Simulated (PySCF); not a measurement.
# C$_{2}$H$_{3}$Br, SMILES `C=CBr`: electronic structure

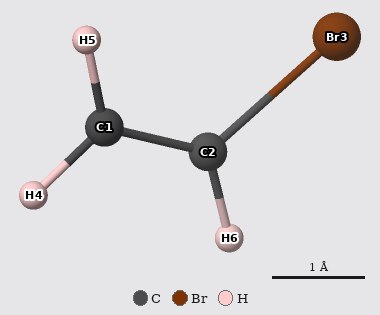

The molecule, with its atoms numbered as below. No frequency check shows the geometry to be a minimum.

Geometry (Å), atoms numbered from 1:

```
C1       2.0977   -0.3111    0.0000
C2       1.0828    0.5273    0.0000
Br3     -0.7238   -0.0450    0.0000
H4       3.1102    0.0548    0.0000
H5       1.9622   -1.3791    0.0000
H6       1.1775    1.6014    0.0000
```

Part 1: Bonding charge

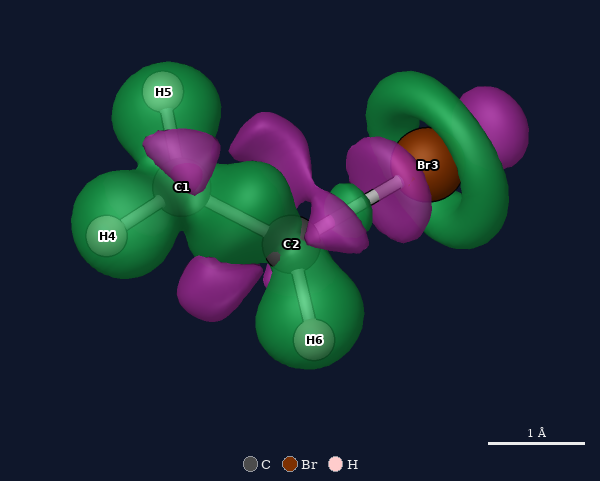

Deformation density (molecule less spherical, spin-averaged free atoms at the same positions), surfaces at ±0.07 e/Å³; green: gain, purple: loss.

PySCF calculation, B3LYP/def2-SVP, gas phase; geometry: GFN2-xTB.

> How much density has each bond gained at its critical point, relative to the free atoms?

C2–H6: +0.75 e/Å³ at the bond critical point (bond length 1.08 Å, Mayer order 1.0). C1–C2: +0.73 e/Å³ at the bond critical point (bond length 1.32 Å, Mayer order 2.0). C1–H5: +0.72 e/Å³ at the bond critical point (bond length 1.08 Å, Mayer order 1.0). C1–H4: +0.71 e/Å³ at the bond critical point (bond length 1.08 Å, Mayer order 0.9). C2–Br3: +0.14 e/Å³ at the bond critical point (bond length 1.90 Å, Mayer order 1.0). In all, 1.4 electrons gather in the regions of gain relative to the promolecule. A small or negative value marks a very polar bond, one between electron-rich atoms, whose free-atom densities already overlap strongly, a long bond to a heavier atom, or a closed-shell contact such as a hydrogen bond.

Part 2: Local ionisation energy

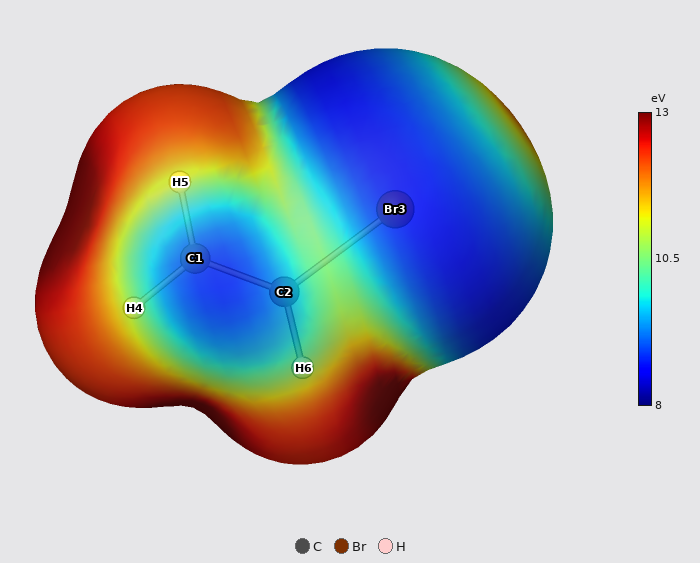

Average local ionisation energy on the surface of electron density 0.001 a.u.

> Where are the most loosely bound electrons on this surface?

The lowest value is 8.7 eV, near Br3 (2.25 Å) and H5 (2.45 Å). Further minima include 8.7 eV, off the molecular plane, over Br3 (2.2 Å), and at like points elsewhere; 8.8 eV, off the molecular plane, over C1 (2.0 Å), and at like points elsewhere; 12.4 eV, 1.3 Å from H6. For comparison, the highest occupied orbital lies at −7.1 eV.

> What volume does the surface enclose, and what is the dipole moment?

About 85 Å³; the dipole moment is 1.3 D.

Part 3: Removing or adding an electron

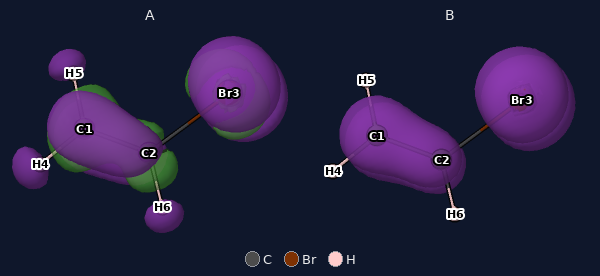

The Fukui function f⁻ from two separate SCF calculations and the density of the HOMO, at ±0.03 e/Å³ (purple positive, green negative).

PySCF calculation, PBE0/def2-SVPD, gas phase; geometry: GFN2-xTB.

> Which panel is which, and how good is the frozen-orbital picture?

A is f⁻ (it has negative regions), B the HOMO density. The HOMO lies on Br3 (51 %), C1 (26 %) and C2 (17 %); f⁻ (Hirshfeld-condensed) is largest on Br3 (0.48); the vertical ionisation energy is 9.79 eV. Relaxation shifts 14 % of the electron between atoms. The orbital energy is −7.51 eV.

Part 4: Localised orbitals

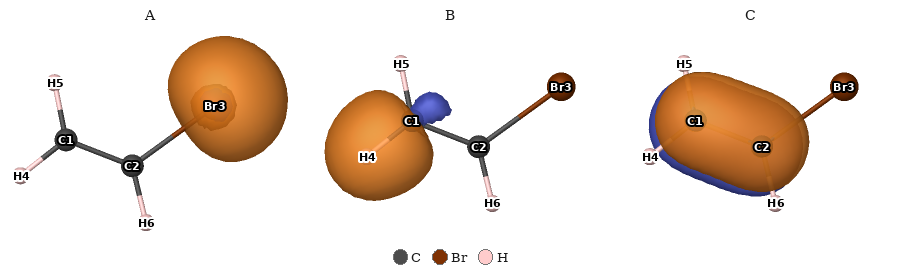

Intrinsic bond orbitals (IBO), occupied; each surface holds about 80 % of the orbital's density. Energies are diagonal elements of the Fock matrix.

Computed with PySCF, PBE0/def2-TZVP, geometry: GFN2-xTB.

> What does each orbital represent in a Lewis picture?

By panel:
- A: lone pair on Br3 (s-type) (Br3 100 %; −18.9 eV)
- B: σ bond C1–H4 (C1 58 %, H4 41 %; −14.4 eV)
- C: π bond C2–C1 (C2 51 %, C1 49 %; −8.7 eV)

Part 5: The π system

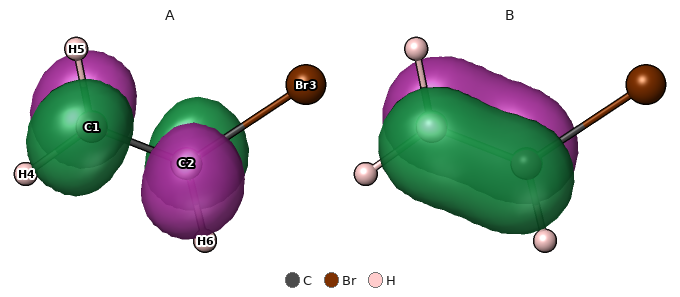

Natural orbitals of the π active space, CASSCF(2,2), singlet state, in random order.

Method: def2-SVP basis; geometry: GFN2-xTB; program: PySCF.

> Which orbitals are strongly, which singly and which weakly occupied?

Strongly: B (1.92). Weakly: A (0.08). Broadly, orbitals with more nodes between bonded atoms hold fewer electrons.

> How multiconfigurational is the state?

The leading determinant weighs 0.96; the effective number of unpaired electrons, Σ n²(2−n)², is 0.05; the most occupied of the weakly occupied orbitals holds 0.08 e, as in an ordinary closed-shell π system. The active space lowers the energy by 0.76 eV against Hartree–Fock.

> Where does the lowest triplet lie relative to the singlet, at this geometry and within this active space?

4.68 eV above it by strongly contracted NEVPT2 (+4.45 eV by CASSCF); a small basis tends to put such gaps a few tenths of an eV too high. This is a vertical energy for π states alone; a state that uses lone pairs or σ orbitals may lie lower.

The PySCF runs shown took 6.1 s, 2.2 min, 9.9 s and 15 s on 1 thread of Arm Neoverse V1 (shared host).
